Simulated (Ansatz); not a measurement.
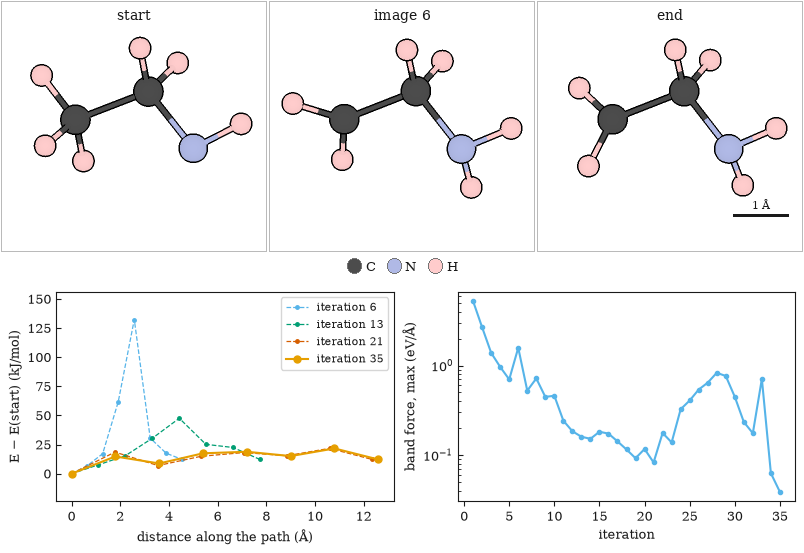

NEB run on C₂H₆N (multiplicity 2). Images are numbered from 0 (start) to 7 (end). The plot follows the band through its iterations. The picture is a ball-and-stick view, seen at a tilt.

All numbers below come from Ansatz 0.2.0, UKS PBE0-D4/def2-SVP. Run with 6 movable images; no climbing image; force threshold 0.05 eV/Å; iteration limit 60; starting path through a guess of the saddle point.

How did the profile develop, and is the result final?

Answer. The run is converged, with reservations. The band converged in 35 iterations. The largest component of the band force went from 5.2 to 0.039 eV/Å. No image climbed, so the highest image needn't lie on the saddle point, and the true maximum along this path can be higher. The first iteration put the highest image at 396.8 kJ/mol. The energy climbs by 21.7 kJ/mol to image 6 and then falls by 9.5 kJ/mol, so the end point sits at +12.2 kJ/mol. The profile has 3 maxima (images 1, 4, 6) with a dip at image 2, 5 (+8.8 kJ/mol, +15.1 kJ/mol), so the process runs in steps.

Cost: 5.2 min on 2 threads of Intel(R) Xeon(R) Platinum 8559C (Emerald Rapids) (shared host), peak memory 0.18 GiB.
